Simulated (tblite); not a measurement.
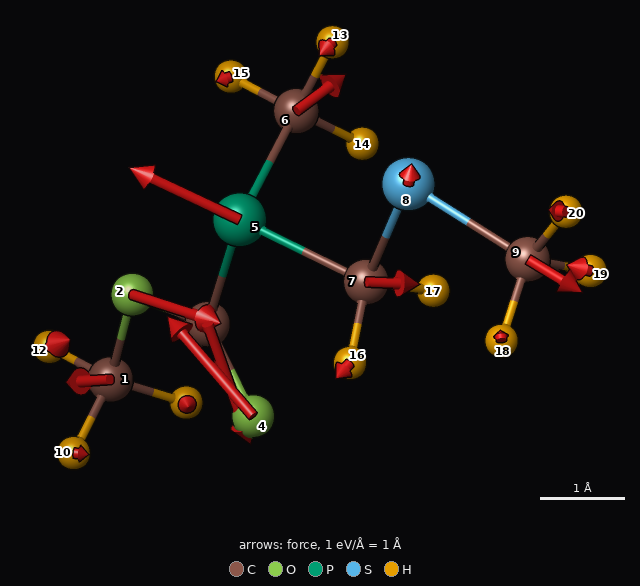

Starting geometry of C$_{5}$H$_{11}$O$_{2}$PS with the computed forces as red arrows. The picture is a ball-and-stick view, seen from a free direction.

All numbers below come from GFN2-xTB geometry optimisation, gas phase (tblite). 

**Is this structure relaxed? If not, where do the atoms go?**

It isn't relaxed: the largest force vector, on a C atom, is 1.71 eV/Å. The final displacements have little in common with the starting forces (cosine between the two patterns 0.16). Over 91 geometry steps the energy falls by 5.35 kcal/mol. An H atom moves most after the best rigid fit: 0.29 Å. By element the largest moves are H 0.29 Å, S 0.28 Å, O 0.15 Å, C 0.13 Å, P 0.12 Å. Near-neighbour distances that change, for instance: C–O 1.366 → 1.328 Å, C–P 1.823 → 1.858 Å, C–O 1.229 → 1.202 Å, C–S 1.800 → 1.816 Å. Bond angles that change, for instance: O–C–P 117.0° → 108.6°, O–C–P 118.1° → 126.0°, P–C–S 103.9° → 110.2°.
